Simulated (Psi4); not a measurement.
**One shape, several levels: NH (SMILES [NH])**

We compute a comparison of 6 runs (UHF/3-21G, UHF/pcseg-2, UB3LYP/6-31G*, UBP86/cc-pVTZ, OREMP2/pcseg-1) of NH. 

Program for the calculation: Psi4 1.11.

4 further runs of the same task are left out: 3 that didn't finish, 1 set aside as unsound or not needed.

### Step 1. The system as given

NH: 2 atoms, total charge 0, spin state triplet. As SMILES, `[NH]`. The bond length is the measured one.

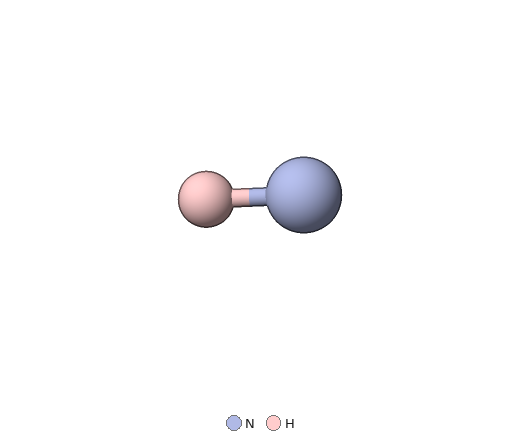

The structure, seen from a chosen angle (nitrogen light blue, hydrogen pink).

### Step 2. The energy at UHF/3-21G (run 1)

The input, input.in:

```
memory 1600 mb

molecule system {
  0 3
  N      0.000000     0.000000     0.000000
  H      0.000000     0.000000     1.036210
  symmetry c1
}

set {
  reference     uhf
  puream        true
  e_convergence 1e-09
  d_convergence 1e-08
  scf_type      pk
  maxiter       200
}

energy_value, wavefunction = energy('hf/3-21G', return_wfn=True)
oeprop(wavefunction, 'WIBERG_LOWDIN_INDICES', 'DIPOLE', 'QUADRUPOLE')
print_variables()
```

Launch:

```
$ psi4 -n 1 input.in input.out
```

input.out:

```text
[...]
  Running in c1 symmetry.
[...]
  Nuclear repulsion =    3.574797072687969
[...]
  Multiplicity = 3
[...]
  Nalpha       = 5
  Nbeta        = 3
[...]
    Number of basis functions: 11
[...]
   @UHF iter   1:   -54.64396804669713   -8.58555e-01   1.24752e-02 DIIS/ADIIS
[...]
   @UHF iter  11:   -54.65917925589012   -7.81597e-14   3.03313e-09 DIIS
[...]
   @S^2 Observed:                2.011756091E+00
[...]
  @UHF Final Energy:   -54.65917925589012
   => Energetics <=
    Nuclear Repulsion Energy =              3.5747970726879688
    One-Electron Energy =                 -81.2680145451737985
    Two-Electron Energy =                  23.0340382165957109
    Total Energy =                        -54.6591792558901162
  UHF NO Occupations:
  HONO-2 :    3  A 1.9945414
  HONO-1 :    4  A 1.0000000
[...]
 Multipole Moments:
 ------------------------------------------------------------------------------------
     Multipole            Electronic (a.u.)      Nuclear  (a.u.)        Total (a.u.)
 ------------------------------------------------------------------------------------
 L = 1.  Multiply by 2.5417464519 to convert [e a0] to [Debye]
 Dipole X            :         -0.0000000            0.0000000           -0.0000000
 Dipole Y            :          0.0000000            0.0000000            0.0000000
 Dipole Z            :         -0.2030090            0.9063969            0.7033879
 Magnitude           :                                                    0.7033879
 L = 2.  Multiply by 1.3450342976 to convert [e a0^2] to [Debye ang]
 Quadrupole XX       :         -4.4228069            0.0000000           -4.4228069
 Quadrupole XY       :          0.0000000            0.0000000            0.0000000
[...]
```

Wall time 1.2 s (1 thread of INTEL XEON PLATINUM 8581C at 2.30GHz (Emerald Rapids), shared host); peak memory 0.19 GiB.

### Step 3. Energy and gradient at UHF/pcseg-2 (run 2)

The input, input.dat:

```
memory 1.6 GB

molecule mol {
  0 3
  N
  H 1 r2

  r2 = 1.03621
  symmetry c1
}

set globals {
  reference     uhf
  puream        true
  e_convergence 1e-09
  d_convergence 1e-08
  scf_type      pk
  maxiter       200
}

E, wfn = gradient("hf/pcseg-2", return_wfn=True)
```

Launch:

```
$ psi4 -i input.dat -o output.dat -n 1
```

output.dat:

```text
[...]
  Running in c1 symmetry.
[...]
  Nuclear repulsion =    3.574797072687971
[...]
  Multiplicity = 3
[...]
  Nalpha       = 5
  Nbeta        = 3
[...]
    Number of basis functions: 44
[...]
   @UHF iter   1:   -54.96069782694244   -8.97649e-01   3.70712e-03 ADIIS/DIIS
[...]
   @UHF iter  11:   -54.98020468466699   -8.26361e-12   8.79423e-09 DIIS
[...]
   @S^2 Observed:                2.015993340E+00
[...]
  @UHF Final Energy:   -54.98020468466699
   => Energetics <=
    Nuclear Repulsion Energy =              3.5747970726879710
    One-Electron Energy =                 -81.6256655485657063
    Two-Electron Energy =                  23.0706637912107411
    Total Energy =                        -54.9802046846669938
  UHF NO Occupations:
  HONO-2 :    3  A 1.9939312
  HONO-1 :    4  A 1.0000000
[...]
 Multipole Moments:
 ------------------------------------------------------------------------------------
     Multipole            Electronic (a.u.)      Nuclear  (a.u.)        Total (a.u.)
 ------------------------------------------------------------------------------------
 L = 1.  Multiply by 2.5417464519 to convert [e a0] to [Debye]
 Dipole X            :          0.0000000            0.0000000            0.0000000
 Dipole Y            :         -0.0000000            0.0000000           -0.0000000
 Dipole Z            :         -0.2394443            0.9063969            0.6669526
 Magnitude           :                                                    0.6669526
[...]
  -Total Gradient:
     Atom            X                  Y                   Z
    ------   -----------------  -----------------  -----------------
       1       -0.000000000000    -0.000000000000    -0.012907654786
       2        0.000000000000     0.000000000000     0.012907654786
[...]
```

It took 1.4 s on 1 thread of INTEL XEON PLATINUM 8581C at 2.30GHz (Emerald Rapids), shared host; peak memory 0.23 GiB.

Runs 3 to 5 aren't shown in full; the table further down has their settings and results.

### Step 4. A single-point energy at OREMP2/pcseg-1 (ZORA, density fitting, density fitting for correlation) (run 6)

The input, hn.in:

```
memory 1600 MB

molecule mol {
  0 3
  N      0.000000     0.000000     0.000000
  H      0.000000     0.000000     1.036210
}

set basis pcseg-1
set reference uhf
set freeze_core true
set cc_type df
set scf_type df
set relativistic zora

energy('oremp2')
print_variables()
```

Launch:

```
$ psi4 hn.in hn.out -n 1
```

hn.out:

```text
[...]
  Running in c2v symmetry.
[...]
  Nuclear repulsion =    3.574797072687969
[...]
  Multiplicity = 3
[...]
  Nalpha       = 5
  Nbeta        = 3
[...]
    Number of basis functions: 19
[...]
   @DF-UHF iter   1:   -54.97442454930891   -8.87499e-01   1.33489e-02 DIIS/ADIIS
[...]
   @DF-UHF iter  12:   -54.99166630173688   -3.55271e-14   3.11403e-09 DIIS
[...]
   @S^2 Observed:                2.013037533E+00
[...]
  @DF-UHF Final Energy:   -54.99166630173688
   => Energetics <=
    Nuclear Repulsion Energy =              3.5747970726879688
    One-Electron Energy =                 -81.6415232924659335
    Two-Electron Energy =                  23.0750599180410845
    Total Energy =                        -54.9916663017368776
  UHF NO Occupations:
  HONO-2 :    3 A1 1.9946110
  HONO-1 :    1 B1 1.0000000
[...]
 Multipole Moments:
 ------------------------------------------------------------------------------------
     Multipole            Electronic (a.u.)      Nuclear  (a.u.)        Total (a.u.)
 ------------------------------------------------------------------------------------
 L = 1.  Multiply by 2.5417464519 to convert [e a0] to [Debye]
 Dipole X            :          0.0000000            0.0000000            0.0000000
 Dipole Y            :          0.0000000            0.0000000            0.0000000
 Dipole Z            :         -0.2163890            0.9063969            0.6900079
 Magnitude           :                                                    0.6900079
[...]
	Warning: cc_lambda option is changed to TRUE
	For this residual convergence, default PCG convergence is:     1.00e-07
[...]
	DF-SCS-MP2 Total Energy (a.u.)     :   -55.09573831300539
	DF-SOS-MP2 Total Energy (a.u.)     :   -55.09520534082246
	DF-SCSN-MP2 Total Energy (a.u.)    :   -55.03653317381444
[...]
	DF-MP2 Total Energy (a.u.)         :   -55.09680425737125
[...]
```

It took 4.8 s on 1 thread of INTEL XEON PLATINUM 8581C at 2.30GHz (Emerald Rapids), shared host; peak memory 0.24 GiB.

### Step 5. All runs side by side

```
run                                                                    level      task         integration grid  energy (Eh)  dipole moment (D)  HOMO energy (eV)  LUMO energy (eV)  wall time
  1                                                                UHF/3-21G    energy                        –   -54.659179               1.79            -12.94              5.13      1.2 s
  2                                                              UHF/pcseg-2  gradient                        –   -54.980205               1.70            -13.82              2.75      1.4 s
  3                                      UB3LYP/6-31G* (spherical functions)    energy  99 radial × 590 angular   -55.217391               1.60             -8.96             -2.57      2.6 s
  4                                      UB3LYP/6-31G* (Cartesian functions)  gradient  99 radial × 590 angular   -55.219346               1.60             -8.98             -2.59      2.9 s
  5                                                            UBP86/cc-pVTZ  gradient  99 radial × 590 angular   -55.235821               1.52             -7.77             -4.17      5.4 s
  6  OREMP2/pcseg-1 (ZORA, density fitting, density fitting for correlation)    energy                        –   -55.114570                  –            -13.79              3.81      4.8 s
```

### Step 6. Results

| quantity | value |
| --- | --- |
| run 6: total energy | -55.11457 Eh |
| run 6: HOMO energy (Hartree–Fock orbitals) (highest over α and β) | -13.79 eV |
| run 6: LUMO energy (Hartree–Fock orbitals) (lowest over α and β) | 3.81 eV |
| run 6: correlation energy (1 core orbital frozen) | -122.9 mEh |
| run 6: ⟨S²⟩ of the reference determinant | 2.013 |

**Reading.** Over runs 1, 2, 3, 4, 5 the dipole moment (its size) runs from 1.52 D (UBP86/cc-pVTZ) to 1.79 D (UHF/3-21G). The two ends differ in method and basis. Totals of different functionals can't be ranked against each other. All runs together took 18 s, the longest 5.4 s.
